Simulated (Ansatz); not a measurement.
The calculation's input:

```
crystal:
  periodic: [false, false, false]
  atoms:
    - { symbol: Al, position_ang: [0.065687, -0.214425, 0.153056] }
    - { symbol: "N", position_ang: [0.010838, -0.176093, 2.024007] }
    - { symbol: H, position_ang: [-0.822753, -0.389147, 2.562876] }
    - { symbol: H, position_ang: [0.83376, -0.25398, 2.613814] }
    - { symbol: H, position_ang: [1.4893, -0.171535, -0.537855] }
    - { symbol: H, position_ang: [-1.329579, -0.400514, -0.575146] }
    - { symbol: S, position_ang: [-0.393742, 3.130257, 0.875698] }
    - { symbol: H, position_ang: [-1.728287, 2.942164, 0.801098] }
    - { symbol: H, position_ang: [-0.236623, 2.050572, 1.729251] }
basis:
  gaussian: { orbitals: def2-SVP }
hamiltonian:
  xc: pbe0
relax:
  f_tol: 0.03
  max_steps: 50
output:
  orbitals: {}
```

Command:

```sh
ansatz run input.yaml --threads 1 --pin off --max-ram 2048MiB --backend cpu --events-out ev --progress --plain --runs-dir out
```

The fields are those of the run's last geometry, not of the input's.

The calculation used RKS PBE0/def2-SVP (Ansatz).

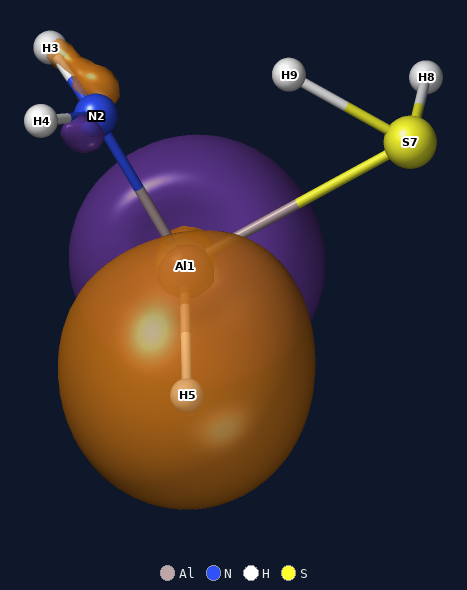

AlH6NS. The HOMO−1 at ±0.1 Å⁻³ᐟ² (orange and purple are the two phases), seen at a tilt.

Q: What is the character of this orbital?

A: By Hirshfeld shares it lies mainly on Al1 (about 35 %), H5 (about 30 %) and H6 (about 30 %). Its energy is −7.90 eV.
